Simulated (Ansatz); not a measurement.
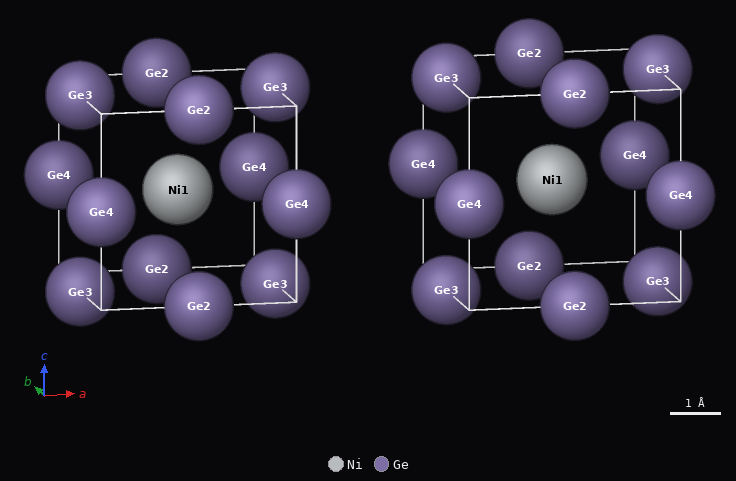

Two geometries of crystalline NiGe$_{3}$ (a generated structure, set up in Pm-3m) (coarse preliminary run), drawn at one scale. One is the start of a relaxation, the other its converged end. The picture is a spheres-only view of the cell of the calculation, seen slightly off an axis.

Computed with Ansatz 0.2.0, DFT PBE, scalar-relativistic, plane waves, PAW. Set-up: plane-wave cutoff 420 eV; k-point mesh 4 × 4 × 4; occupations gaussian; smearing width 0.1 eV; collinear spin; cell and atoms relaxed; force threshold 0.04 eV/Å; at most 70 steps.

Q: Which geometry has the lower energy?

A: The left one is the relaxed one. The atoms keep their places relative to the cell (all moves are under 0.005 Å). The volume changes by −21.1 %, with a = b = c 4.356 → 4.025 Å (−7.6 %). Some distances before and after: Ni1–Ge2 3.080 → 2.846 Å. The space group stays Pm-3m (No. 221). After 4 accepted moves (5 points after the start) the energy has fallen by 0.786 eV per cell of the calculation. All forces vanish by symmetry, so only the cell relaxes. Pressure: −11.93 GPa at the start and −0.01 GPa at the end. The SCF was repeated once at an unchanged geometry on a basis and grid sized afresh for the cell, which shifted the energy by 4.6 meV per cell of the calculation at most.
